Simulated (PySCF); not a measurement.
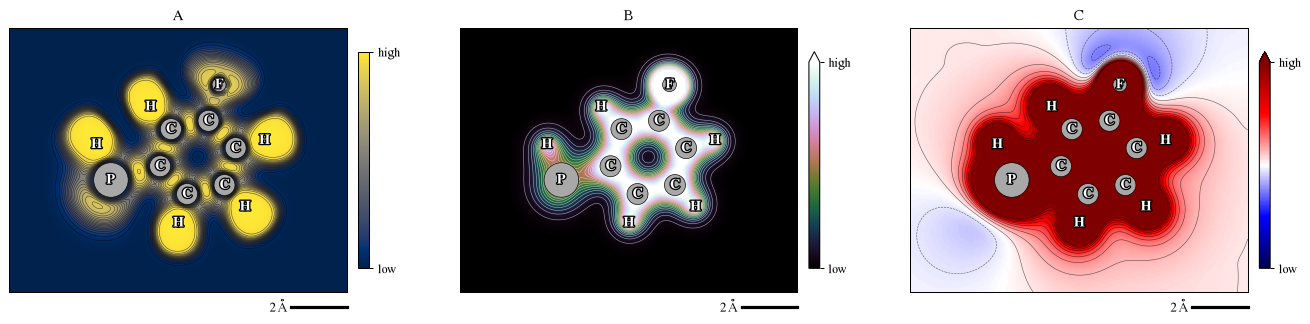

C₈H₈FP (SMILES C=CPc1cccc(F)c1): 3 fields on the plane of atoms C5, C4 and C10, with unlabelled colour scales. Grey discs cover the atomic cores.

Geometry: GFN2-xTB.

All numbers below come from PBE0/pcSseg-1, SCF density, gas phase, non-relativistic in PySCF.

```xyz
18

C     3.3761    0.4991    0.2750
C     2.3638   -0.3023    0.5616
P     1.4466   -1.2882   -0.6614
C    -0.2044   -0.5612   -0.3333
C    -0.8648   -0.9146    0.8401
C    -2.1207   -0.4101    1.1213
C    -2.7473    0.4426    0.2278
C    -2.0865    0.7715   -0.9413
F    -2.6899    1.5971   -1.8233
C    -0.8265    0.2879   -1.2387
H     3.9207    1.0268    1.0414
H     3.7065    0.6570   -0.7392
H     2.0567   -0.4671    1.5882
H     1.7453   -0.4724   -1.7575
H    -0.3855   -1.5932    1.5322
H    -2.6213   -0.6844    2.0375
H    -3.7293    0.8437    0.4217
H    -0.3482    0.5742   -2.1637
```

Question: The panels show electron density, electron localisation function and electrostatic potential in some order. Assign them.

Answer: Panel A: electron localisation function. Panel B: electron density. Panel C: electrostatic potential (strongly positive close to the atoms, with negative regions outside electron-rich atoms). From the grid: C–F (1.35 Å): ρ is about 2.2 e/Å³ halfway, with its minimum of 1.7 e/Å³ about 0.5 Å from C; the ELF peaks at about 0.85 between the atoms (a shared but strongly polarised pair). C–P (1.83 Å): the density is about 1.1 e/Å³ at the midpoint; the ELF peaks at about 0.95 between the atoms (localised, covalent bonding).
